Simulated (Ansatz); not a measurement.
# SiH4O (SMILES [H][Si]([H])([H])O): the energy, rung by rung

SiH4O has 6 atoms, charge 0, and is taken as a singlet. SMILES: `[H][Si]([H])([H])O`. Geometry: relaxed at GFN2-xTB.

```xyz
6

Si   -0.0599   -0.1150   -0.4079
O    -0.0595   -0.0919    1.2171
H     0.3273    0.6209    1.7173
H     1.3132   -0.1128   -0.9169
H    -0.7604    1.0584   -0.9332
H    -0.7606   -1.3597   -0.6764
```

Quantity: the energy change with the Si1–O2 bond stretched from 1.625 to 3.250 Å, in eV. The values are calculated.

| level | kind | program | value (eV) | less FCI/STO-3G | CPU time (all runs) |
| --- | --- | --- | --- | --- | --- |
| SVWN5/STO-3G (restricted) | LDA | Ansatz | 6.08 | +2.05 | 1.1 s |
| BLYP/STO-3G (restricted) | GGA | Ansatz | 5.44 | +1.41 | 1.6 s |
| revPBE/STO-3G (restricted) | GGA | Ansatz | 5.39 | +1.36 | 2.1 s |
| B3LYP/STO-3G (restricted) | global hybrid | Ansatz | 6.23 | +2.20 | 1.8 s |
| HSE06/STO-3G (restricted) | range-separated hybrid | Ansatz | 6.47 | +2.44 | 2.2 s |
| B2PLYP/STO-3G (restricted) | double hybrid | Ansatz | 5.81 | +1.78 | 3.1 s |
| CCSD/STO-3G (restricted) | coupled cluster or CI | Ansatz | 4.11 | +0.08 | 0.35 s |
| CCSDTQ/STO-3G (restricted) | coupled cluster or CI | Ansatz | 4.03 | 0.00 | 12 s |
| FCI/STO-3G | exact in the basis | Ansatz | 4.03 | 0.00 | 9.9 s |

FCI/STO-3G is exact within its basis and frozen core, so for wave-function methods in that basis the difference is their error; functionals converge differently with the basis, so for them it is only a difference. The first shape isn't each level's own minimum. The values span 4.03 to 6.47 eV. All rows use very small basis sets, so even the best lies far from the true value. CPU times are rough (shared hosts, several kinds of processor): they show what a rung costs within a factor of a few.

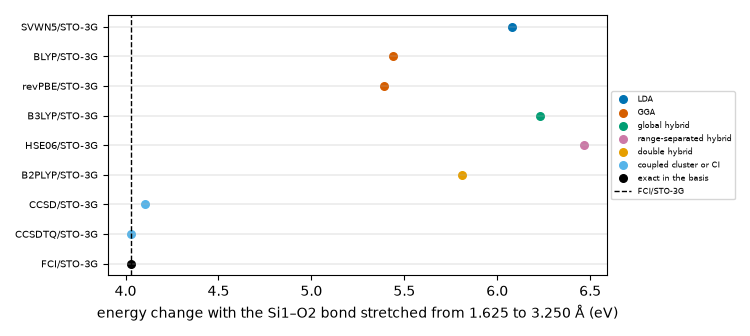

The values of the table, level by level.
